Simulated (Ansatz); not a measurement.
# SiH₄O + HBr: a complex and its separated parts, part 2 of 2

Ansatz 0.2.0, Gaussian basis. Earlier steps stand in the parts before.

## (13) CAM-B3LYP-D4/def2-TZVPP

The inputs:

parta/in.yaml

```yaml
crystal:
  periodic: [false, false, false]
  atoms:
    - {symbol: Si, position_ang: [0.425326, 0.874279, -0.486138]}
    - {symbol: H, position_ang: [0.439802, -0.375876, -1.294727]}
    - {symbol: H, position_ang: [1.551357, 1.747005, -0.888575]}
    - {symbol: H, position_ang: [-0.867650, 1.567665, -0.739860]}
    - {symbol: O, position_ang: [0.644115, 0.563488, 1.117260]}
    - {symbol: H, position_ang: [0.005128, 0.000943, 1.555537]}
basis:
  gaussian: {orbitals: def2-TZVPP}
hamiltonian: {xc: {name: CAM-B3LYP}, dispersion: d4}
```

partb/in.yaml

```yaml
crystal:
  periodic: [false, false, false]
  atoms:
    - {symbol: H, position_ang: [-0.726752, -2.105080, -0.230841]}
    - {symbol: Br, position_ang: [-1.471426, -2.272422, 0.967244]}
basis:
  gaussian: {orbitals: def2-TZVPP}
hamiltonian: {xc: {name: CAM-B3LYP}, dispersion: d4}
```

One command serves all of them, each in its own folder.

The run is started by

```
> ansatz run in.yaml --threads 4 --pin off --events-out ev --progress --plain --max-ram 9574MiB
```

Log of parta (excerpt; [...] marks lines left out):

```text
Functional definition: CAM-B3LYP
  name "CAM-B3LYP"
  cite "Yanai, Tew & Handy, Chem. Phys. Lett. 393, 51 (2004) doi:10.1016/j.cplett.2004.06.011"
  cite "Iikura, Tsuneda, Yanai & Hirao, J. Chem. Phys. 115, 3540 (2001) doi:10.1063/1.1383587"
  cite "Becke, Phys. Rev. A 38, 3098 (1988) doi:10.1103/PhysRevA.38.3098"
  cite "Lee, Yang & Parr, Phys. Rev. B 37, 785 (1988) doi:10.1103/PhysRevB.37.785"
[...]
  # Exact exchange under (alpha + beta erf(omega r))/r, Becke's under what is left of 1/r.
[...]
678 factors; their error is unknown
177 factors; integrals over basis functions are off by at most 1.4e-5 eV
[...]
mean field -9991.52641957 eV, -367.1818234194 hartree, gradient 8.3e-5 eV, S^2 0.000000; 0 other end points of the search recorded, 0 dependent functions left out
reference -9991.52652151 eV, -367.1818271654 hartree; 13, 13 occupied and 116, 116 virtual orbitals, 678 factors
Total energy: -9991.57922683 eV, -367.1837640503 hartree
```

Output in partb (excerpt; [...] marks lines left out):

```text
[... 6 set-up lines as earlier in the session ...]
[...]
  # Exact exchange under (alpha + beta erf(omega r))/r, Becke's under what is left of 1/r.
[...]
472 factors; their error is unknown
81 factors; integrals over basis functions are off by at most 1.2e-4 eV
[...]
mean field -70066.16345673 eV, -2574.8840144833 hartree, gradient 3.1e-5 eV, S^2 0.000000; 0 other end points of the search recorded, 0 dependent functions left out
reference -70066.16353342 eV, -2574.8840173019 hartree; 18, 18 occupied and 44, 44 virtual orbitals, 472 factors
Total energy: -70066.16901112 eV, -2574.8842186035 hartree
```

They took 0.7 s (parta), 0.3 s (partb) on 4 threads of Arm Neoverse V2, shared host.

## (14) wB97X-V/def2-TZVPP

The same edit goes into each in.yaml of step 13 (parta, partb):

```diff
-hamiltonian: {xc: {name: CAM-B3LYP}, dispersion: d4}
+hamiltonian: {xc: {name: wB97X-V}}
```

Each run has its own folder and the same command.

The run is started by

```
> ansatz run in.yaml --threads 4 --pin off --events-out ev --progress --plain --max-ram 9574MiB
```

parta printed (excerpt; [...] marks lines left out):

```text
Functional definition: wB97X-V
  name "wB97X-V"
  cite "Mardirossian & Head-Gordon, Phys. Chem. Chem. Phys. 16, 9904 (2014) doi:10.1039/C3CP54374A"
[... 2 set-up lines as earlier in the session ...]
[...]
      + integral(e_c_pw_opposite_spin*poly(b97_u_opposite, cos0, cos1)) + vv10(b, c)
678 factors; their error is unknown
163 factors; integrals over basis functions are off by at most 1.4e-5 eV
[...]
mean field -9989.99703077 eV, -367.1256194175 hartree, gradient 4.8e-5 eV, S^2 0.000000; 0 other end points of the search recorded, 0 dependent functions left out
reference -9989.99702904 eV, -367.1256193542 hartree; 13, 13 occupied and 116, 116 virtual orbitals, 678 factors
Total energy: -9989.99702904 eV, -367.1256193542 hartree
```

Log of partb (excerpt; [...] marks lines left out):

```text
[... 5 set-up lines as earlier in the session ...]
[...]
      + integral(e_c_pw_opposite_spin*poly(b97_u_opposite, cos0, cos1)) + vv10(b, c)
472 factors; their error is unknown
72 factors; integrals over basis functions are off by at most 1.1e-4 eV
[...]
mean field -70056.29632183 eV, -2574.5214039642 hartree, gradient 1.2e-5 eV, S^2 0.000000; 0 other end points of the search recorded, 0 dependent functions left out
reference -70056.29632077 eV, -2574.5214039251 hartree; 18, 18 occupied and 44, 44 virtual orbitals, 472 factors
Total energy: -70056.29632077 eV, -2574.5214039251 hartree
```

Times: 1.7 s (parta), 0.61 s (partb) on 4 threads of Arm Neoverse V2, shared host.

## (15) wB97M-V/def2-TZVPP

The same edit goes into each in.yaml of step 14 (parta, partb):

```diff
-hamiltonian: {xc: {name: wB97X-V}}
+hamiltonian: {xc: {name: wB97M-V}}
```

One command serves all of them, each in its own folder.

The run is started by

```
> ansatz run in.yaml --threads 4 --pin off --events-out ev --progress --plain --max-ram 9574MiB
```

Log of parta (excerpt; [...] marks lines left out):

```text
Functional definition: wB97M-V
  name "wB97M-V"
  cite "Mardirossian & Head-Gordon, J. Chem. Phys. 144, 214110 (2016) doi:10.1063/1.4952647"
[... 2 set-up lines as earlier in the session ...]
  # Of w^i u^j: cxij and so on, Table III.
[...]
  gx(w, u) = 1 - cx + cx01*u + cx10*w
[...]
      + integral(e_c_pw_mod_opposite_spin*gos(b97_w_opposite, b97_u_opposite)) + vv10(b, c)
678 factors; their error is unknown
163 factors; integrals over basis functions are off by at most 1.4e-5 eV
[...]
mean field -9990.45391908 eV, -367.1424097533 hartree, gradient 4.2e-5 eV, S^2 0.000000; 0 other end points of the search recorded, 0 dependent functions left out
reference -9990.45396125 eV, -367.1424113029 hartree; 13, 13 occupied and 116, 116 virtual orbitals, 678 factors
Total energy: -9990.45396125 eV, -367.1424113029 hartree
```

Log of partb (excerpt; [...] marks lines left out):

```text
[... 5 set-up lines as earlier in the session ...]
  # Of w^i u^j: cxij and so on, Table III.
[...]
  gx(w, u) = 1 - cx + cx01*u + cx10*w
[...]
      + integral(e_c_pw_mod_opposite_spin*gos(b97_w_opposite, b97_u_opposite)) + vv10(b, c)
467 factors; their error is unknown
72 factors; integrals over basis functions are off by at most 1.1e-4 eV
[...]
mean field -70058.67557203 eV, -2574.6088397962 hartree, gradient 8.6e-6 eV, S^2 0.000000; 0 other end points of the search recorded, 0 dependent functions left out
reference -70058.67559783 eV, -2574.6088407445 hartree; 18, 18 occupied and 44, 44 virtual orbitals, 467 factors
Total energy: -70058.67559783 eV, -2574.6088407445 hartree
```

Times: 1.8 s (parta), 0.7 s (partb) on 4 threads of Arm Neoverse V2, shared host.

## (16) B2PLYP/def2-TZVPP

The same edit goes into each in.yaml of step 15 (parta, partb):

```diff
-hamiltonian: {xc: {name: wB97M-V}}
+hamiltonian: {xc: {name: B2PLYP}}
```

The same command starts each run, in its folder.

The run is started by

```
> ansatz run in.yaml --threads 4 --pin off --events-out ev --progress --plain --max-ram 9574MiB
```

Log of parta (excerpt; [...] marks lines left out):

```text
Functional definition: B2PLYP
  name "B2PLYP"
  cite "Grimme, J. Chem. Phys. 124, 034108 (2006) doi:10.1063/1.2148954"
[... 2 set-up lines as earlier in the session ...]
[...]
746 factors; integrals over basis functions are off by at most 1.0e-3 eV
[...]
mean field -9983.99677225 eV, -366.9051139839 hartree, gradient 2.8e-6 eV, S^2 0.000000; 0 other end points of the search recorded, 0 dependent functions left out
6 core orbitals not correlated: weight in the atoms' cores, before any rotation towards them, 1.000 or more for the frozen orbitals, at most 0.000 for the correlated occupied ones
reference -9983.99690450 eV, -366.9051188444 hartree; 7, 7 occupied and 116, 116 virtual orbitals, 746 factors
second order -12.31538911 eV of doubles, -0.00000000 eV of singles
Total energy: -9987.32205956 eV, -367.0273160390 hartree
```

partb printed (excerpt; [...] marks lines left out):

```text
[... 5 set-up lines as earlier in the session ...]
[...]
399 factors; integrals over basis functions are off by at most 1.5e-3 eV
[...]
mean field -70049.78223847 eV, -2574.2820158159 hartree, gradient 1.6e-6 eV, S^2 0.000000; 0 other end points of the search recorded, 0 dependent functions left out
9 core orbitals not correlated: weight in the atoms' cores, before any rotation towards them, 1.000 or more for the frozen orbitals, at most 0.000 for the correlated occupied ones
reference -70049.78233920 eV, -2574.2820195179 hartree; 9, 9 occupied and 44, 44 virtual orbitals, 399 factors
second order -9.24620015 eV of doubles, -0.00000000 eV of singles
Total energy: -70052.27881324 eV, -2574.3737632466 hartree
```

They took 1 s (parta), 0.41 s (partb) on 4 threads of Arm Neoverse V2, shared host.

## (17) PBE-QIDH/def2-TZVPP

Each input of step 16 (parta, partb) changes in the same lines:

```diff
-hamiltonian: {xc: {name: B2PLYP}}
+hamiltonian: {xc: {name: PBE-QIDH}}
```

One command serves all of them, each in its own folder.

The run is started by

```
> ansatz run in.yaml --threads 4 --pin off --events-out ev --progress --plain --max-ram 9574MiB
```

Log of parta (excerpt; [...] marks lines left out):

```text
Functional definition: PBE-QIDH
  name "PBE-QIDH"
  cite "Brémond, Sancho-García, Pérez-Jiménez & Adamo, J. Chem. Phys. 141, 031101 (2014) doi:10.1063/1.4890314"
[... 1 set-up line as earlier in the session ...]
[...]
746 factors; integrals over basis functions are off by at most 1.0e-3 eV
[...]
mean field -9979.98632014 eV, -366.7577325875 hartree, gradient 3.6e-6 eV, S^2 0.000000; 0 other end points of the search recorded, 0 dependent functions left out
6 core orbitals not correlated: weight in the atoms' cores, before any rotation towards them, 1.000 or more for the frozen orbitals, at most 0.000 for the correlated occupied ones
reference -9979.98633037 eV, -366.7577329635 hartree; 7, 7 occupied and 116, 116 virtual orbitals, 746 factors
second order -11.46603410 eV of doubles, -0.00000000 eV of singles
Total energy: -9983.80834174 eV, -366.8981892906 hartree
```

Log of partb (excerpt; [...] marks lines left out):

```text
[... 4 set-up lines as earlier in the session ...]
[...]
399 factors; integrals over basis functions are off by at most 1.5e-3 eV
[...]
mean field -70043.31095727 eV, -2574.0442006185 hartree, gradient 9.1e-7 eV, S^2 0.000000; 0 other end points of the search recorded, 0 dependent functions left out
9 core orbitals not correlated: weight in the atoms' cores, before any rotation towards them, 1.000 or more for the frozen orbitals, at most 0.000 for the correlated occupied ones
reference -70043.31096440 eV, -2574.0442008802 hartree; 9, 9 occupied and 44, 44 virtual orbitals, 399 factors
second order -8.68132315 eV of doubles, -0.00000000 eV of singles
Total energy: -70046.20473878 eV, -2574.1505451272 hartree
```

They took 0.95 s (parta), 0.45 s (partb) on 4 threads of Arm Neoverse V2, shared host.

## (18) RPA on PBE/def2-TZVPP

The same edit goes into each in.yaml of step 17 (parta, partb):

```diff
-hamiltonian: {xc: {name: PBE-QIDH}}
+hamiltonian: {xc: pbe}
+correlation: {method: rpa}
```

Each run has its own folder and the same command.

The run is started by

```
> ansatz run in.yaml --threads 4 --pin off --events-out ev --progress --plain --max-ram 9574MiB
```

Log of parta (excerpt; [...] marks lines left out):

```text
[... 4 set-up lines as earlier in the session ...]
[...]
746 factors; integrals over basis functions are off by at most 1.0e-3 eV
[...]
mean field -9985.38602047 eV, -366.9561679146 hartree, gradient 5.8e-6 eV, S^2 0.000000; 0 other end points of the search recorded, 0 dependent functions left out
6 core orbitals not correlated: weight in the atoms' cores, before any rotation towards them, 1.000 or more for the frozen orbitals, at most 0.000 for the correlated occupied ones
reference -9964.31025911 eV, -366.1816479704 hartree; 7, 7 occupied and 116, 116 virtual orbitals, 746 factors
Total energy: -9981.80796174 eV, -366.8246766814 hartree
```

partb printed (excerpt; [...] marks lines left out):

```text
[... 4 set-up lines as earlier in the session ...]
[...]
399 factors; integrals over basis functions are off by at most 1.5e-3 eV
[...]
mean field -70052.13667475 eV, -2574.3685397535 hartree, gradient 4.9e-6 eV, S^2 0.000000; 0 other end points of the search recorded, 0 dependent functions left out
9 core orbitals not correlated: weight in the atoms' cores, before any rotation towards them, 1.000 or more for the frozen orbitals, at most 0.000 for the correlated occupied ones
reference -70014.55938788 eV, -2572.9875999316 hartree; 9, 9 occupied and 44, 44 virtual orbitals, 399 factors
Total energy: -70026.49301335 eV, -2573.4261525789 hartree
```

They took 0.95 s (parta), 0.35 s (partb) on 4 threads of Arm Neoverse V2, shared host.

## (19) CCSD(T)/def2-TZVPP

The same edit goes into each in.yaml of step 18 (parta, partb):

```diff
-hamiltonian: {xc: pbe}
-correlation: {method: rpa}
+correlation: {method: ccsd_t}
```

Each run has its own folder and the same command.

The run is started by

```
> ansatz run in.yaml --threads 4 --pin off --events-out ev --progress --plain --max-ram 9574MiB
```

parta printed (excerpt; [...] marks lines left out):

```text
Functional definition: HF
  name "HF"
  cite "Fock, Z. Phys. 61, 126 (1930) doi:10.1007/BF01340294"
[... 1 set-up line as earlier in the session ...]
[...]
746 factors; integrals over basis functions are off by at most 1.0e-3 eV
[...]
mean field -9965.09479665 eV, -366.2104791929 hartree, gradient 2.3e-6 eV, S^2 0.000000; 0 other end points of the search recorded, 0 dependent functions left out
6 core orbitals not correlated: weight in the atoms' cores, before any rotation towards them, 1.000 or more for the frozen orbitals, at most 0.000 for the correlated occupied ones
reference -9965.09479665 eV, -366.2104791929 hartree; 7, 7 occupied and 116, 116 virtual orbitals, 746 factors
second order -10.23307302 eV of doubles, -0.00000000 eV of singles
cycle   1  -10.56885936 eV  change   -3.4e-1 eV  update   6.9e-2
[...]
cycle   9  -10.90267850 eV  change   -3.9e-6 eV  update   8.1e-6
perturbative correction -0.32820045 eV, -0.0120611439 hartree
Total energy: -9976.32567559 eV, -366.6232063815 hartree
```

Output in partb (excerpt; [...] marks lines left out):

```text
[... 4 set-up lines as earlier in the session ...]
[...]
399 factors; integrals over basis functions are off by at most 1.5e-3 eV
[...]
mean field -70014.93831937 eV, -2573.0015254072 hartree, gradient 1.4e-6 eV, S^2 0.000000; 0 other end points of the search recorded, 0 dependent functions left out
9 core orbitals not correlated: weight in the atoms' cores, before any rotation towards them, 1.000 or more for the frozen orbitals, at most 0.000 for the correlated occupied ones
reference -70014.93831937 eV, -2573.0015254072 hartree; 9, 9 occupied and 44, 44 virtual orbitals, 399 factors
second order -7.83906944 eV of doubles, -0.00000000 eV of singles
cycle   1  -7.92765243 eV  change   -8.9e-2 eV  update   4.5e-2
[...]
cycle   7  -8.11359852 eV  change   -4.6e-6 eV  update   1.2e-5
perturbative correction -0.24160213 eV, -0.0088787147 hartree
Total energy: -70023.29352003 eV, -2573.3085733680 hartree
```

Times: 2.9 s (parta), 0.35 s (partb) on 4 threads of Arm Neoverse V2, shared host; peak memory 0.6 GiB.

## (20) Vibrations of SiH₄O

vib-parta/in.yaml reads:

```yaml
crystal:
  periodic: [false, false, false]
  atoms:
    - {symbol: Si, position_ang: [0.425326, 0.874279, -0.486138]}
    - {symbol: H, position_ang: [0.439802, -0.375876, -1.294727]}
    - {symbol: H, position_ang: [1.551357, 1.747005, -0.888575]}
    - {symbol: H, position_ang: [-0.867650, 1.567665, -0.739860]}
    - {symbol: O, position_ang: [0.644115, 0.563488, 1.117260]}
    - {symbol: H, position_ang: [0.005128, 0.000943, 1.555537]}
basis:
  gaussian: {orbitals: def2-TZVP}
hamiltonian: {xc: pbe0, dispersion: d4}
phonons: {temperatures: {t_min: 298.15, t_max: 900, t_step: 200}}
```

The run is started by

```
> ansatz run in.yaml --threads 4 --pin off --events-out ev --progress --plain --max-ram 9574MiB
```

Log (excerpt; [...] marks lines left out):

```text
[... 5 set-up lines as earlier in the session ...]
[...]
595 factors; their error is unknown
[...]
mean field -9986.23328506 eV, -366.9873043138 hartree, gradient 4.1e-5 eV, S^2 0.000000; 0 other end points of the search recorded, 0 dependent functions left out
[...]
Atom 3 at    -0.867650     1.567665    -0.739860 Å, force     0.000152     0.000636    -0.000903 eV/Å
Atom 4 at     0.644115     0.563488     1.117260 Å, force     0.003316     0.000948    -0.000280 eV/Å
Atom 5 at     0.005128     0.000943     1.555537 Å, force    -0.001162     0.000166    -0.000246 eV/Å
Dipole moment:    -0.227874    -0.163869     0.027944 e Å
Vibrations: 195.24 679.57 719.17 847.51 907.77 946.68 967.04 993.18 2208.67 2213.73 2260.89 3931.11 cm⁻¹, zero-point energy 1.045841 eV
```

Wall time 13 s (4 threads of Arm Neoverse V2, shared host).

The modes, with what each moves most:

| mode | wavenumber (cm⁻¹) | character |
| --- | --- | --- |
| 1 | 195 | torsion |
| 2 | 680 | bend |
| 3 | 719 | bend |
| 4 | 848 | bend with Si–O stretch |
| 5 | 908 | bend with Si–O stretch |
| 6 | 947 | bend with wag or twist |
| 7 | 967 | bend with wag or twist |
| 8 | 993 | bend |
| 9 | 2209 | Si–H stretch |
| 10 | 2214 | Si–H stretch |
| 11 | 2261 | Si–H stretch |
| 12 | 3931 | O–H stretch |

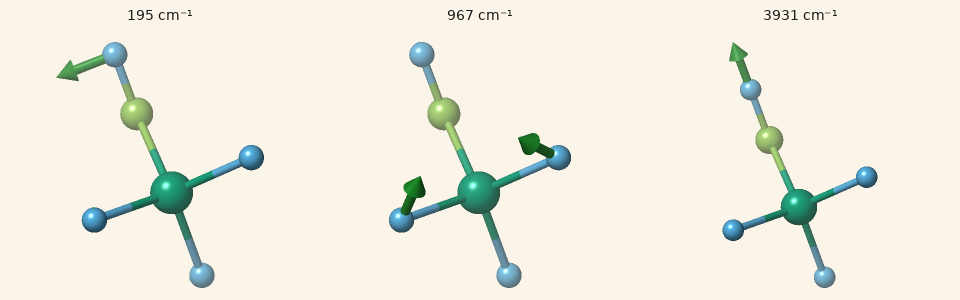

Displacements of 3 modes, as arrows.

Vibrational sums (real modes only):

| T (K) | entropy (J/mol/K) | heat capacity (J/mol/K) |
| --- | --- | --- |
| 298 | 14.3 | 24.4 |
| 498 | 32.1 | 45.2 |
| 698 | 49.7 | 58.7 |
| 898 | 65.6 | 68.0 |

## (21) Vibrations of HBr

vib-partb/in.yaml reads:

```yaml
crystal:
  periodic: [false, false, false]
  atoms:
    - {symbol: H, position_ang: [-0.726752, -2.105080, -0.230841]}
    - {symbol: Br, position_ang: [-1.471426, -2.272422, 0.967244]}
basis:
  gaussian: {orbitals: def2-TZVP}
hamiltonian: {xc: pbe0, dispersion: d4}
phonons: {temperatures: {t_min: 298.15, t_max: 900, t_step: 200}}
```

The run is started by

```
> ansatz run in.yaml --threads 4 --pin off --events-out ev --progress --plain --max-ram 9574MiB
```

Log (excerpt; [...] marks lines left out):

```text
[... 5 set-up lines as earlier in the session ...]
[...]
457 factors; their error is unknown
[...]
mean field -70054.57278216 eV, -2574.4580650494 hartree, gradient 2.1e-5 eV, S^2 0.000000; 0 other end points of the search recorded, 0 dependent functions left out
[...]
reference -70054.57271838 eV, -2574.4580627057 hartree; 18, 18 occupied and 36, 36 virtual orbitals, 457 factors
Total energy: -70054.57831875 eV, -2574.4582685156 hartree
Atom 0 at    -0.726752    -2.105080    -0.230841 Å, force     0.000031     0.000007    -0.000050 eV/Å
Atom 1 at    -1.471426    -2.272422     0.967244 Å, force    -0.000031    -0.000007     0.000050 eV/Å
Dipole moment:     0.103973     0.023365    -0.167279 e Å
Vibrations: 2667.48 cm⁻¹, zero-point energy 0.165363 eV
```

Run time: 2.2 s. Hardware: 4 threads of Arm Neoverse V2, shared host.

Wavenumbers and character of the modes:

| mode | wavenumber (cm⁻¹) | character |
| --- | --- | --- |
| 1 | 2667 | Br–H stretch |

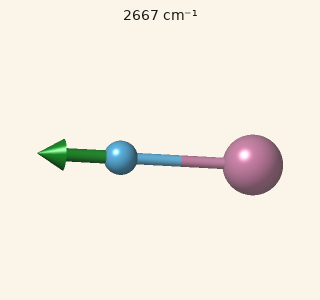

Displacements of 1 modes, as arrows.

Vibrational sums (real modes only):

| T (K) | entropy (J/mol/K) | heat capacity (J/mol/K) |
| --- | --- | --- |
| 298 | 0.0 | 0.0 |
| 498 | 0.0 | 0.2 |
| 698 | 0.2 | 1.0 |
| 898 | 0.6 | 2.2 |

## (22) Complex less separated parts

The complex's own energies come from single points at the same levels.

Rows are in def2-TZVPP; times add the 3 runs of a level on a shared host, so small differences are noise.

| method | rung | complex less parts (kJ/mol) | from CCSD(T) (kJ/mol) | time |
| --- | --- | --- | --- | --- |
| SPW92 | LDA | -21.5 | -11.5 | 1.4 s |
| PBE-D4 | GGA | -14.5 | -4.5 | 2.2 s |
| BLYP-D4 | GGA | -12.6 | -2.6 | 2.2 s |
| r2SCAN-D4 | meta-GGA | -12.0 | -2.0 | 4.7 s |
| B97M-V | meta-GGA | -12.8 | -2.8 | 8.7 s |
| PBE0-D4 | hybrid | -12.6 | -2.6 | 2.8 s |
| B3LYP-D4 | hybrid | -12.2 | -2.2 | 2.7 s |
| r2SCAN0-D4 | hybrid | -11.4 | -1.4 | 5.3 s |
| BHLYP-D4 | hybrid | -11.9 | -1.9 | 2.7 s |
| CAM-B3LYP-D4 | range-separated hybrid | -11.7 | -1.7 | 3.1 s |
| wB97X-V | range-separated hybrid | -10.9 | -0.9 | 7.2 s |
| wB97M-V | range-separated hybrid | -11.4 | -1.4 | 9 s |
| B2PLYP | double hybrid | -6.8 | +3.2 | 4.8 s |
| PBE-QIDH | double hybrid | -9.0 | +1.0 | 4.8 s |
| RPA on PBE | RPA | -7.1 | +2.9 | 4.3 s |
| Hartree-Fock | wavefunction | 1.8 | +11.8 |  |
| MP2 | wavefunction | -10.9 | -0.9 |  |
| CCSD | wavefunction | -8.2 | +1.8 |  |
| CCSD(T) | wavefunction | -10.0 | 0 | 55 s |

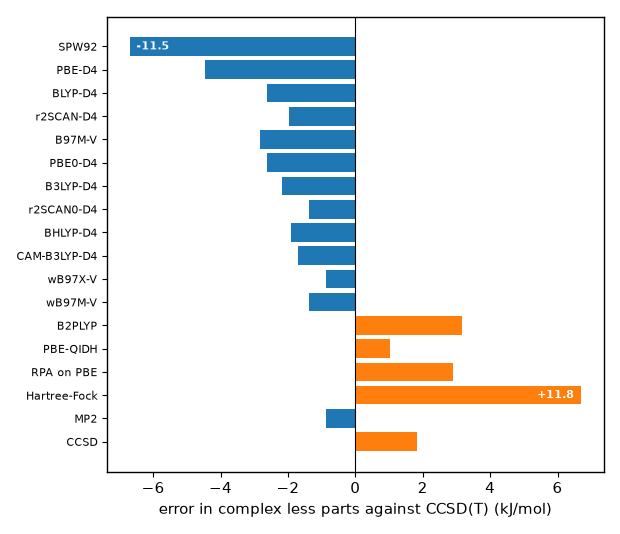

How far each level lands from CCSD(T). Bars with a number in them are cut short.

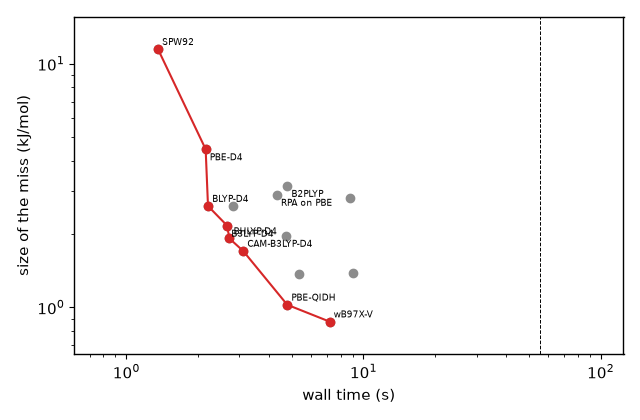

Miss against cost. Red marks the levels that no quicker level drawn beats (of those quicker than the yardstick), and the dashed line is the time of CCSD(T). Only those levels and the largest misses are named. Times are from a shared host.

For cost: wB97X-V gets within 0.9 kJ/mol in 7.2 s, where CCSD(T) took 55 s; the quickest level in the cost chart, SPW92, takes 1.4 s and misses by 11.5 kJ/mol.

The complex's zero-point energy, from a separate PBE0-D4 run, is 1.248 eV.

## (23) Summary of results

The summary covers parts 1 to 2.

| quantity | value |
| --- | --- |
| complex less parts, CCSD(T)/def2-TZVPP | -10.0 kJ/mol |
| with zero-point energy | -6.4 kJ/mol |
| largest T1 diagnostic | 0.011 |

At CCSD(T) the complex lies 10.0 kJ/mol below its parts. The functionals run from wB97X-V, off by -0.9 kJ/mol, to SPW92, off by -11.5 kJ/mol, against CCSD(T). By rung, the mean size of the error is: LDA 11.5, GGA 3.5, meta-GGA 2.4, hybrid 2.0, range-separated hybrid 1.3, double hybrid 2.1 kJ/mol. The double hybrids carry no dispersion term here, unlike the levels marked D4 or V. PBE-D4 gives a relative energy 4.5 kJ/mol too low, an error of 45 % of the reference. No counterpoise was applied, and triple zeta lacks some correlation, so the CCSD(T) reference has a basis error of its own, and close matches with it are partly luck.
